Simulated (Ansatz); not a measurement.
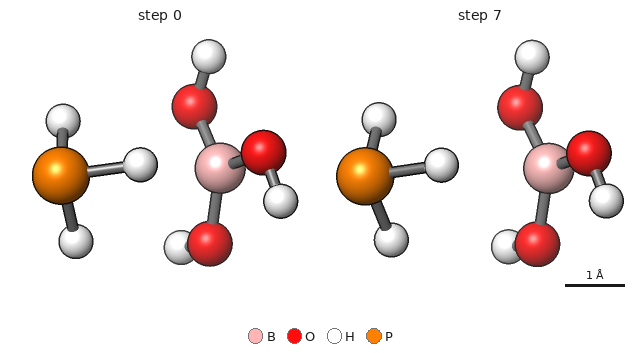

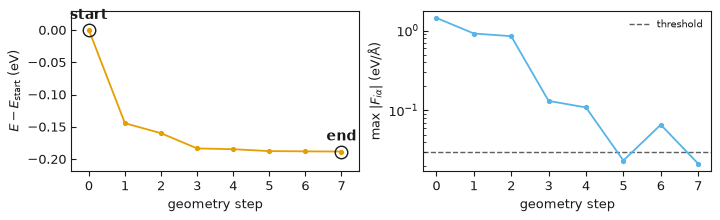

First and last geometry of a relaxation of BPH6O3, with the history of the run. A ball-and-stick model, seen at a tilt.

The run prepares an end point of a later path (reaction) calculation, from a guessed geometry.

The calculation used RKS B3LYP-D4/def2-SVP (Ansatz 0.2.0).

Input
```yaml
crystal:
  periodic: [false, false, false]
  atoms:
    - { symbol: B, position_ang: [-0.274244, 0.041991, -0.906389] }
    - { symbol: O, position_ang: [0.708549, 1.048608, -1.181878] }
    - { symbol: O, position_ang: [0.053917, -1.268988, -1.061782] }
    - { symbol: O, position_ang: [-1.536158, 0.427118, -0.573772] }
    - { symbol: H, position_ang: [1.120327, 0.666486, 1.021891] }
    - { symbol: P, position_ang: [0.708713, -0.030459, 2.163821] }
    - { symbol: H, position_ang: [1.542144, 0.640952, -1.450852] }
    - { symbol: H, position_ang: [-0.686656, -1.860223, -0.876874] }
    - { symbol: H, position_ang: [-1.630469, 1.388082, -0.552989] }
    - { symbol: H, position_ang: [-0.673456, 0.234939, 1.928462] }
    - { symbol: H, position_ang: [0.667333, -1.288407, 1.490363] }
basis:
  gaussian: { orbitals: def2-SVP }
hamiltonian:
  xc: b3lyp
  dispersion: d4
relax:
  f_tol: 0.03
  max_steps: 50
output:
  orbitals: {}
```

Launched with:
```bash
ansatz run input.yaml --threads 2 --pin off --max-ram 3072MiB --backend cpu --events-out ev --progress --plain --runs-dir out
```

### What do the curves and the structures tell?

It converged. The energy falls by 0.188 eV in 7 geometry steps. The largest force component goes from 1.4 to 0.022 eV/Å. The forces were under the threshold at step 5, but the run went on from there. H5 moves most after the best rigid fit: 0.46 Å. Largest moves by element: H 0.46 Å, P 0.28 Å, B 0.17 Å, O 0.15 Å. Among the contacts that change: B1–O2 1.434 → 1.368 Å, H5–P6 1.400 → 1.429 Å, B1–O3 1.360 → 1.368 Å.

| step | E − E(0), eV | largest force component, eV/Å |
| --- | --- | --- |
| 0 | 0.0000 | 1.4395 |
| 1 | -0.1444 | 0.9177 |
| 2 | -0.1599 | 0.8496 |
| 3 | -0.1835 | 0.1316 |
| 4 | -0.1847 | 0.1091 |
| 5 | -0.1876 | 0.0236 |
| 6 | -0.1880 | 0.0663 |
| 7 | -0.1883 | 0.0216 |

Limits of the set-up: the start holds two separate molecules, 2.3 Å apart at their closest, whose relative position is a soft coordinate.
